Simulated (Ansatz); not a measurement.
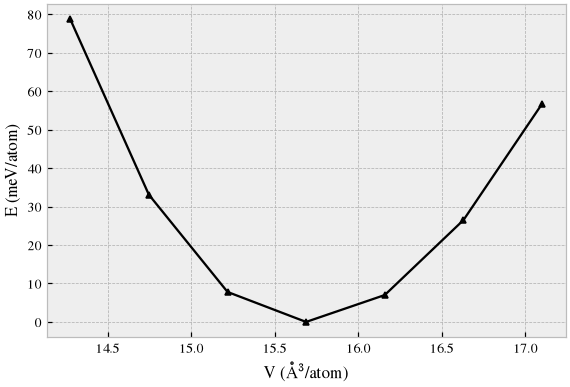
Figure: AlIr (rock salt, Fm-3m) under volume change, plane-wave PAW r²SCAN (Ansatz code), scaled uniformly.

Task: What does a third-order Birch–Murnaghan fit give for V₀, B₀ and B′?

Result: V₀ = 15.69 Å³/atom, B₀ = 167 GPa, B′ = 4.4.

The start of the workflow was typed in or built on a structure type; neither database checked (COD, Materials Project) lists it. Whether it is the stable phase at ambient conditions was not checked. The r²SCAN relaxation kept the symmetry of its start. At this level the phase is mechanically unstable. No spin polarisation was allowed. Spin–orbit coupling is left out wherever it is not named.

Potentials: the earlier of the program's two PAW sets.
